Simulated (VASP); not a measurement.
# A VASP study of CaZr (BLYP): structure first, properties next, part 4 of 5

What structure does CaZr take at this level, and what are its properties? The cell is invented: it takes the structure of a Materials Project entry for CaPb (space group 123 there), with some of its atoms replaced by other elements, volume scaled by an estimate. It may not be a known or stable phase. The atoms of the start are displaced at random from the sites of a P4/mmm cell.

VASP 6.6.1; BLYP; plane waves and PAW (Zr_sv, Ca_sv); invented cell.

Still holding for the runs below: The k-mesh is coarse for a metal.

So far. Step 7 (Total and projected DOS (BLYP)): The finer mesh and the other smearing move the Fermi level by +0.01 eV from the 6×6×4 run, a small shift, which tests the Fermi level alone. Of the states within 0.3 eV of the Fermi level, the largest shares in the PAW spheres are Zr d 39 % and Ca d 7 %. The rest lies in smaller channels or between the spheres. Step 8 (Volume scan with BLYP, volume scale 0.94): The pressure here is 2.84 GPa.

### 9. Volume scan with BLYP, volume scale 0.96

Input file INCAR:

```
SYSTEM = CaZr
PREC = Accurate
ENCUT = 400
EDIFF = 1E-06
NELM = 100
ISMEAR = 1
SIGMA = 0.2
LREAL = .FALSE.
ALGO = Normal
GGA = B5
ALDAX = 1
AGGAX = 1
AGGAC = 1
ALDAC = 0
LORBIT = 11
LWAVE = .FALSE.
LCHARG = .FALSE.
ISIF = 2
```

Input file POSCAR:

```
CaZr
1.0
    3.2515153007      0.0000000000      0.0000000000
    0.0000000000      3.2515153007      0.0000000000
    0.0000000000      0.0000000000      5.2524450694
Zr Ca
1 1
Direct
    0.0000000000      0.0000000000      0.5000000000
    0.5000000000      0.5000000000      0.0000000000
```

Input file KPOINTS:

```
Automatic mesh
0
Gamma
6 6 4
0 0 0
```

The projector-augmented-wave data sets are Zr_sv and Ca_sv (PBE family, release 64).

Launch:

```console
mpirun -np 1 vasp_std
```

What it wrote:

```text
[... set-up lines as in an earlier step ...]
 entering main loop
       N       E                     dE             d eps       ncg     rms          rms(c)
DAV:   1     0.180951944901E+03    0.18095E+03   -0.10617E+04   900   0.118E+03
DAV:   2     0.249814020164E+01   -0.17845E+03   -0.17713E+03  1084   0.363E+02
DAV:   3    -0.838027124177E+01   -0.10878E+02   -0.10734E+02  1740   0.683E+01
DAV:   4    -0.862816040950E+01   -0.24789E+00   -0.24741E+00  1070   0.109E+01
DAV:   5    -0.863672642168E+01   -0.85660E-02   -0.85658E-02  1508   0.138E+00    0.719E+00
DAV:   6    -0.796649766594E+01    0.67023E+00   -0.11799E+01  1082   0.127E+01    0.325E+00
DAV:   7    -0.781762123236E+01    0.14888E+00   -0.92236E-01  1298   0.425E+00    0.219E+00
DAV:   8    -0.781528036114E+01    0.23409E-02   -0.28978E-01  1145   0.268E+00    0.382E-01
DAV:   9    -0.781083742011E+01    0.44429E-02   -0.10402E-01  1217   0.129E+00    0.256E-01
DAV:  10    -0.781052265246E+01    0.31477E-03   -0.56559E-03  1228   0.410E-01    0.890E-02
DAV:  11    -0.781060439771E+01   -0.81745E-04   -0.14034E-03  1453   0.187E-01    0.388E-02
DAV:  12    -0.781061354326E+01   -0.91456E-05   -0.79880E-05  1138   0.689E-02    0.107E-02
DAV:  13    -0.781061155438E+01    0.19889E-05   -0.19977E-05  1227   0.202E-02    0.333E-03
DAV:  14    -0.781061163808E+01   -0.83702E-07   -0.14654E-06   863   0.844E-03
   1 F= -.78106116E+01 E0= -.78134507E+01  d E =0.851731E-02
```

It took 28 s on 1 MPI rank of AMD EPYC 7R43, shared host; peak memory 0.12 GiB.

Parts of OUTCAR (step 9):

```text
   ENCUT  =  400.0 eV  29.40 Ry    5.42 a.u.   5.30  5.30  8.57*2*pi/ulx,y,z

   NELECT =      22.0000    total number of electrons

 E-fermi :   5.7676

 k-point     1 :       0.0000    0.0000    0.0000
  band No.  band energies     occupation
    ...
      7     -15.9711      2.00000
      8     -15.9711      2.00000
      9       1.1368      2.00000
     10       4.0221      2.00000
     11       4.8086      2.00000
     12       7.2142     -0.00000
     13       7.7530     -0.00000
     14       7.8633     -0.00000
     15       7.8633     -0.00000

  Total        0.5962343      0.5962343      0.6793677      0.0000000      0.0000000     -0.0000000
  in kB       17.2026124     17.2026124     19.6011870      0.0000000      0.0000000     -0.0000000
  external PRESSURE =      18.0021373 kB  Pullay stress =       0.0000000 kB

 POSITION                                       TOTAL-FORCE (eV/Angst)
 -----------------------------------------------------------------------------------
      0.00000      0.00000      2.62622         0.000000      0.000000      0.000000
      1.62576      1.62576      0.00000         0.000000      0.000000      0.000000
 -----------------------------------------------------------------------------------
    total drift:                                0.000000     -0.000000     -0.000000

  FREE ENERGIE OF THE ION-ELECTRON SYSTEM (eV)
  ---------------------------------------------------
  free  energy   TOTEN  =        -7.8106116381 eV

  energy  without entropy=       -7.8191289464  energy(sigma->0) =       -7.81345074

[... 4 parts as in an earlier step ...]

[... 12 further parts left out ...]
```

This step gave:

```yaml
free_energy_toten: -7.811 eV
energy_at_zero_smearing: -7.813 eV
fermi_energy: 5.768 eV
pressure: 1.800 GPa
```

The pressure falls from 2.84 to 1.80 GPa.

The run ends at a pressure of 1.80 GPa.

### 10. Volume scan with BLYP, volume scale 0.98

INCAR is that of step 9.

Input file POSCAR:

```
CaZr
1.0
    3.2739402528      0.0000000000      0.0000000000
    0.0000000000      3.2739402528      0.0000000000
    0.0000000000      0.0000000000      5.2886699732
Zr Ca
1 1
Direct
    0.0000000000      0.0000000000      0.5000000000
    0.5000000000      0.5000000000      0.0000000000
```

KPOINTS is that of step 9.

Launch:

```console
mpirun -np 1 vasp_std
```

What it wrote:

```text
[... set-up lines as in an earlier step ...]
 entering main loop
       N       E                     dE             d eps       ncg     rms          rms(c)
DAV:   1     0.177146062692E+03    0.17715E+03   -0.10488E+04   900   0.117E+03
DAV:   2     0.304798040354E+01   -0.17410E+03   -0.17259E+03  1047   0.361E+02
DAV:   3    -0.837114216740E+01   -0.11419E+02   -0.11292E+02  1765   0.680E+01
DAV:   4    -0.864506977704E+01   -0.27393E+00   -0.27364E+00  1054   0.114E+01
[...]
DAV:  12    -0.782116253551E+01   -0.72815E-05   -0.85376E-05  1132   0.677E-02    0.992E-03
DAV:  13    -0.782116199408E+01    0.54142E-06   -0.14185E-05   994   0.191E-02    0.329E-03
DAV:  14    -0.782116207149E+01   -0.77406E-07   -0.14844E-06   828   0.866E-03
   1 F= -.78211621E+01 E0= -.78239104E+01  d E =0.824511E-02
```

Elapsed: 29 s, on 1 MPI rank; peak memory 0.12 GiB.

From OUTCAR (step 10):

```text
  Total        0.2822386      0.2822386      0.3387325      0.0000000      0.0000000      0.0000000
  in kB        7.9769882      7.9769882      9.5736920      0.0000000      0.0000000      0.0000000
  external PRESSURE =       8.5092228 kB  Pullay stress =       0.0000000 kB

 POSITION                                       TOTAL-FORCE (eV/Angst)
 -----------------------------------------------------------------------------------
      0.00000      0.00000      2.64433         0.000000      0.000000      0.000000
      1.63697      1.63697      0.00000         0.000000      0.000000      0.000000
 -----------------------------------------------------------------------------------
    total drift:                                0.000000     -0.000000     -0.000000

  FREE ENERGIE OF THE ION-ELECTRON SYSTEM (eV)
  ---------------------------------------------------
  free  energy   TOTEN  =        -7.8211620715 eV

  energy  without entropy=       -7.8294071790  energy(sigma->0) =       -7.82391044

[... 1 part as in an earlier step ...]

[... 2 further parts left out ...]
[key lines of the parts left out:]
E-fermi :   5.6199
```

The pressure falls from 1.80 to 0.85 GPa.

The run ends at a pressure of 0.85 GPa.

### 11. Volume scan with BLYP, volume scale 1

INCAR is that of step 10.

Input file POSCAR:

```
CaZr
1.0
    3.2960621418      0.0000000000      0.0000000000
    0.0000000000      3.2960621418      0.0000000000
    0.0000000000      0.0000000000      5.3244053138
Zr Ca
1 1
Direct
    0.0000000000      0.0000000000      0.5000000000
    0.5000000000      0.5000000000      0.0000000000
```

KPOINTS is that of step 10.

Launch:

```console
mpirun -np 1 vasp_std
```

What it wrote:

```text
[... set-up lines as in an earlier step ...]
 entering main loop
       N       E                     dE             d eps       ncg     rms          rms(c)
[... 14 cycles as in an earlier step ...]
   1 F= -.78251041E+01 E0= -.78277347E+01  d E =0.789181E-02
```

Run time: 28 s. Hardware: 1 MPI rank; peak memory 0.13 GiB.

OUTCAR, selected parts (step 11):

```text
[... 6 parts as in an earlier step ...]

[... 1 further part left out ...]
[key lines of the parts left out:]
E-fermi :   5.4774
```

The pressure falls from 0.85 to -0.02 GPa.

The run ends at a pressure of -0.02 GPa.

### 12. Volume scan with BLYP, volume scale 1.02

INCAR is that of step 11.

Input file POSCAR:

```
CaZr
1.0
    3.3178910041      0.0000000000      0.0000000000
    0.0000000000      3.3178910041      0.0000000000
    0.0000000000      0.0000000000      5.3596673038
Zr Ca
1 1
Direct
    0.0000000000      0.0000000000      0.5000000000
    0.5000000000      0.5000000000      0.0000000000
```

KPOINTS is that of step 11.

Launch:

```console
mpirun -np 1 vasp_std
```

What it wrote:

```text
[... set-up lines as in an earlier step ...]
 entering main loop
       N       E                     dE             d eps       ncg     rms          rms(c)
DAV:   1     0.177275011665E+03    0.17728E+03   -0.10699E+04   900   0.117E+03
DAV:   2     0.289737175995E+01   -0.17438E+03   -0.17295E+03  1055   0.358E+02
DAV:   3    -0.836718028797E+01   -0.11265E+02   -0.11148E+02  1770   0.670E+01
DAV:   4    -0.866746050130E+01   -0.30028E+00   -0.30012E+00  1076   0.116E+01
[...]
DAV:  11    -0.782314123678E+01   -0.11619E-03   -0.12228E-03  1424   0.176E-01    0.384E-02
DAV:  12    -0.782314840244E+01   -0.71657E-05   -0.10229E-04  1231   0.682E-02    0.684E-03
DAV:  13    -0.782314921496E+01   -0.81252E-06   -0.79791E-06  1025   0.147E-02
   1 F= -.78231492E+01 E0= -.78256260E+01  d E =0.743039E-02
```

The job ended after 33 s (1 MPI rank; peak memory 0.13 GiB).

OUTCAR, selected parts (step 12):

```text
  Total       -0.2992556     -0.2992556     -0.3013717      0.0000000     -0.0000000      0.0000000
  in kB       -8.1262605     -8.1262605     -8.1837255      0.0000000     -0.0000000      0.0000000
  external PRESSURE =      -8.1454155 kB  Pullay stress =       0.0000000 kB

 POSITION                                       TOTAL-FORCE (eV/Angst)
 -----------------------------------------------------------------------------------
      0.00000      0.00000      2.67983         0.000000      0.000000      0.000000
      1.65895      1.65895      0.00000         0.000000      0.000000      0.000000
 -----------------------------------------------------------------------------------
    total drift:                                0.000000     -0.000000     -0.000000

  FREE ENERGIE OF THE ION-ELECTRON SYSTEM (eV)
  ---------------------------------------------------
  free  energy   TOTEN  =        -7.8231492150 eV

  energy  without entropy=       -7.8305796095  energy(sigma->0) =       -7.82562601

[... 1 part as in an earlier step ...]

[... 2 further parts left out ...]
[key lines of the parts left out:]
E-fermi :   5.3399
```

The pressure falls from -0.02 to -0.81 GPa.

The run ends at a pressure of -0.81 GPa.

### 13. Volume scan with BLYP, volume scale 1.04

INCAR is that of step 12.

Input file POSCAR:

```
CaZr
1.0
    3.3394363545      0.0000000000      0.0000000000
    0.0000000000      3.3394363545      0.0000000000
    0.0000000000      0.0000000000      5.3944713134
Zr Ca
1 1
Direct
    0.0000000000      0.0000000000      0.5000000000
    0.5000000000      0.5000000000      0.0000000000
```

KPOINTS is that of step 12.

Launch:

```console
mpirun -np 1 vasp_std
```

What it wrote:

```text
[... set-up lines as in an earlier step ...]
 entering main loop
       N       E                     dE             d eps       ncg     rms          rms(c)
DAV:   1     0.179459025572E+03    0.17946E+03   -0.10598E+04   908   0.117E+03
DAV:   2     0.311864927626E+01   -0.17634E+03   -0.17505E+03  1068   0.356E+02
DAV:   3    -0.841327725977E+01   -0.11532E+02   -0.11345E+02  1779   0.673E+01
DAV:   4    -0.866952721462E+01   -0.25625E+00   -0.25540E+00  1096   0.110E+01
[...]
DAV:  12    -0.781553938205E+01   -0.80165E-05   -0.11002E-04  1217   0.681E-02    0.767E-03
DAV:  13    -0.781554106214E+01   -0.16801E-05   -0.74409E-06   969   0.160E-02    0.306E-03
DAV:  14    -0.781554120970E+01   -0.14756E-06   -0.12789E-06   807   0.705E-03
   1 F= -.78155412E+01 E0= -.78178236E+01  d E =0.684703E-02
```

Elapsed: 29 s, on 1 MPI rank; peak memory 0.13 GiB.

OUTCAR, selected parts (step 13):

```text
  Total       -0.5658904     -0.5658904     -0.5916178      0.0000000      0.0000000      0.0000000
  in kB      -15.0711936    -15.0711936    -15.7563858      0.0000000      0.0000000      0.0000000
  external PRESSURE =     -15.2995910 kB  Pullay stress =       0.0000000 kB

 POSITION                                       TOTAL-FORCE (eV/Angst)
 -----------------------------------------------------------------------------------
      0.00000      0.00000      2.69724         0.000000      0.000000      0.000000
      1.66972      1.66972      0.00000         0.000000      0.000000      0.000000
 -----------------------------------------------------------------------------------
    total drift:                                0.000000     -0.000000     -0.000000

  FREE ENERGIE OF THE ION-ELECTRON SYSTEM (eV)
  ---------------------------------------------------
  free  energy   TOTEN  =        -7.8155412097 eV

  energy  without entropy=       -7.8223882362  energy(sigma->0) =       -7.81782355

[... 1 part as in an earlier step ...]

[... 2 further parts left out ...]
[key lines of the parts left out:]
E-fermi :   5.2068
```

The pressure falls from -0.81 to -1.53 GPa.

The run ends at a pressure of -1.53 GPa.

### 14. Volume scan with BLYP, volume scale 1.06

A prediction first. A parabola through the 6 pressures of evenly scaled cells so far, P = -0.02 -41.5 t +76 t² GPa with t = ln(V/V₁) and V₁ the volume at scale 1, gives -2.18 GPa at t = +0.0583.

INCAR is that of step 13.

Input file POSCAR:

```
CaZr
1.0
    3.3607072233      0.0000000000      0.0000000000
    0.0000000000      3.3607072233      0.0000000000
    0.0000000000      0.0000000000      5.4288319297
Zr Ca
1 1
Direct
    0.0000000000      0.0000000000      0.5000000000
    0.5000000000      0.5000000000      0.0000000000
```

KPOINTS is that of step 13.

Launch:

```console
mpirun -np 1 vasp_std
```

What it wrote:

```text
[... set-up lines as in an earlier step ...]
 entering main loop
       N       E                     dE             d eps       ncg     rms          rms(c)
DAV:   1     0.177825870799E+03    0.17783E+03   -0.10563E+04   900   0.116E+03
DAV:   2     0.245352116572E+01   -0.17537E+03   -0.17405E+03  1082   0.354E+02
DAV:   3    -0.843692405368E+01   -0.10890E+02   -0.10802E+02  1779   0.666E+01
DAV:   4    -0.866551933203E+01   -0.22860E+00   -0.22860E+00  1026   0.107E+01
[...]
DAV:  12    -0.780312084858E+01   -0.11500E-04   -0.10129E-04  1225   0.658E-02    0.632E-03
DAV:  13    -0.780312280987E+01   -0.19613E-05   -0.71509E-06   982   0.158E-02    0.267E-03
DAV:  14    -0.780312296979E+01   -0.15992E-06   -0.75353E-07   730   0.635E-03
   1 F= -.78031230E+01 E0= -.78051670E+01  d E =0.613216E-02
```

It took 28 s on 1 MPI rank; peak memory 0.12 GiB.

From OUTCAR (step 14):

```text
  Total       -0.8197980     -0.8197980     -0.8718720      0.0000000      0.0000000      0.0000000
  in kB      -21.4214905    -21.4214905    -22.7821937      0.0000000      0.0000000      0.0000000
  external PRESSURE =     -21.8750582 kB  Pullay stress =       0.0000000 kB

 POSITION                                       TOTAL-FORCE (eV/Angst)
 -----------------------------------------------------------------------------------
      0.00000      0.00000      2.71442         0.000000      0.000000      0.000000
      1.68035      1.68035      0.00000         0.000000      0.000000      0.000000
 -----------------------------------------------------------------------------------
    total drift:                                0.000000     -0.000000     -0.000000

  FREE ENERGIE OF THE ION-ELECTRON SYSTEM (eV)
  ---------------------------------------------------
  free  energy   TOTEN  =        -7.8031229698 eV

  energy  without entropy=       -7.8092551305  energy(sigma->0) =       -7.80516702

[... 1 part as in an earlier step ...]

[... 2 further parts left out ...]
[key lines of the parts left out:]
E-fermi :   5.0781
```

The pressure falls from -1.53 to -2.19 GPa. The parabola predicted -2.18 GPa, +0.01 GPa off.

### 15. The series together

Times are for 1 MPI rank of AMD EPYC 7R43, shared host. The runs compared:

```csv
no.,volume scale,energy above the lowest point (meV/atom),pressure (GPa),time,memory (GiB)
1,0.94,15.96,2.842,27 s,0.12
2,0.96,7.14,1.800,28 s,0.12
3,0.98,1.91,0.8509,29 s,0.12
4,1,0,-0.01601,28 s,0.13
5,1.02,1.05,-0.8145,33 s,0.13
6,1.04,4.96,-1.530,29 s,0.13
7,1.06,11.28,-2.188,28 s,0.12
```

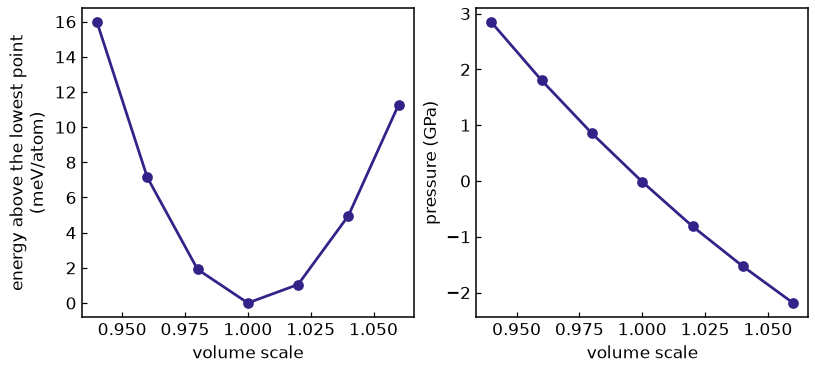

The series as plots.

### 16. Fit for BLYP

This step: Birch-Murnaghan fit, BLYP; plane waves and PAW; invented cell (VASP 6.6.1).

This step runs nothing: it gathers the runs above.

Numbers from this step:

```
pressure derivative of the bulk modulus : 3.494
r.m.s. error of the fit                 : 1.59e-5 eV/atom
minimum inside the sampled range        : yes
bulk modulus                            : 41.35 GPa
equilibrium volume of the fit           : 28.99 Å³/atom
```

Table of energy above the fitted minimum by volume:

```csv
volume (Å³/atom),energy above the fitted minimum (eV/atom)
27.19,0.0160
27.77,0.00717
28.34,0.00194
28.92,3.1e-5
29.50,0.00109
30.08,0.00499
30.66,0.0113
```

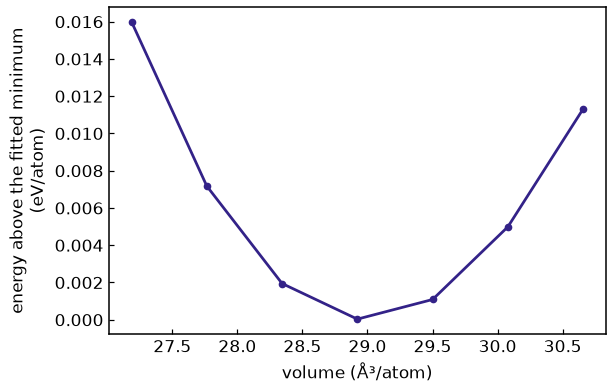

Energy above the fitted minimum, plotted against volume.

The fitted volume lies +0.25 % from the relaxed one. At a finite cutoff and mesh the minimum of the energy and the zero of the stress don't quite coincide, and the relaxation stops at a threshold.

### 17. Core levels (BLYP)

This step: BLYP; plane waves and PAW (Zr_sv, Ca_sv); invented cell (VASP 6.6.1).

ICORELEVEL = 1 prints the core eigenvalues in the potential of the ground state.

INCAR: that of step 14 with these lines changed.

```diff
@@ -17,2 +17,2 @@
 LCHARG = .FALSE.
-ISIF = 2
+ICORELEVEL = 1
```

Input file POSCAR:

```
CaZr
1.0
    3.2960621418      0.0000000000      0.0000000000
    0.0000000000      3.2960621418      0.0000000000
    0.0000000000      0.0000000000      5.3244053138
Zr Ca
1 1
Direct
    0.0000000000      0.0000000000      0.5000000000
    0.5000000000      0.5000000000      0.0000000000
```

KPOINTS is that of step 14.

Launch:

```console
mpirun -np 1 vasp_std
```

What it wrote:

```text
[... set-up lines as in an earlier step ...]
 entering main loop
       N       E                     dE             d eps       ncg     rms          rms(c)
[... 14 cycles as in an earlier step ...]
   1 F= -.78251041E+01 E0= -.78277347E+01  d E =0.789181E-02
```

The job ended after 28 s (1 MPI rank; peak memory 0.13 GiB).

Parts of OUTCAR (step 17):

```text
   NELECT =      22.0000    total number of electrons

 the core state eigenenergies are
   1-  1s -17811.7467  2s  -2458.8622  2p  -2191.3821  3s   -394.0858  3p   -306.9687
       3d   -164.0680
   2-  1s  -3937.6374  2s   -402.5674  2p   -322.9471

 E-fermi :   5.4774

[... 19 parts as in an earlier step ...]

[... 2 further parts left out ...]
```

These are scalar-relativistic Kohn-Sham levels of the ground state, with no core hole, so they are not binding energies.

This step gave:

```
free energy (TOTEN)     : -7.825 eV
energy at zero smearing : -7.828 eV
Fermi energy            : 5.477 eV
pressure                : -0.01601 GPa
```

Kohn-Sham core levels, initial state. Core levels, by row:

```csv
atom,shell,level below the Fermi level (eV)
Zr1,1s,17817
Zr1,2s,2464
Zr1,2p,2197
Zr1,3s,399.6
Zr1,3p,312.4
Zr1,3d,169.5
Ca2,1s,3943
Ca2,2s,408
Ca2,2p,328.4
```

[end of part 4 of 5]

[Lines on the potential files, build, host, timing and source positions are cut from VASP's logs without a mark.]

[Logs are printed without paths, hosts, clocks, repeated set-up lines and the standing remarks that a program may print on its own settings, such as how far it seeks lower states.]

[Hosts, paths, dates, database ids (printed as entryN), source tags and the programs' standing remarks are cut or masked in the printed files.]

[A measured line is paired with the nearest computed mode of its activity, which favours agreement.]

[In band tables of VASP the shares of atoms and orbitals are scaled to a sum of 1 inside the atoms' spheres.]
